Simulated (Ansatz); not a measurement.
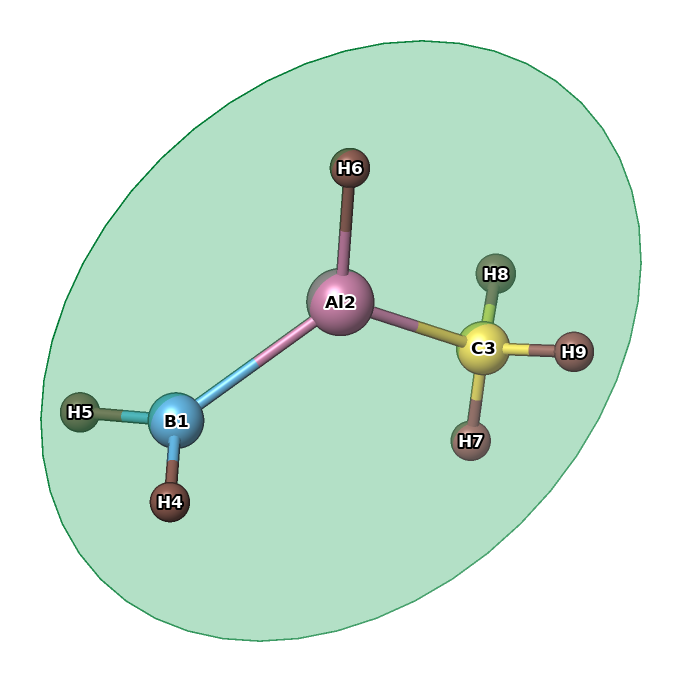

A disc through the centre of mass is drawn in. Atoms fade into the background with distance from the viewer. The computed structure is the end point of a PBE0-D4/def2-TZVP optimisation. No frequency run is at hand to confirm it as a minimum.

Is the plane of the disc a mirror plane of the structure?

Yes. The reflection leaves B1, Al2, C3, H6, H7 in place and moves H4 ↔ H5; H8 ↔ H9. The point group is Cs.
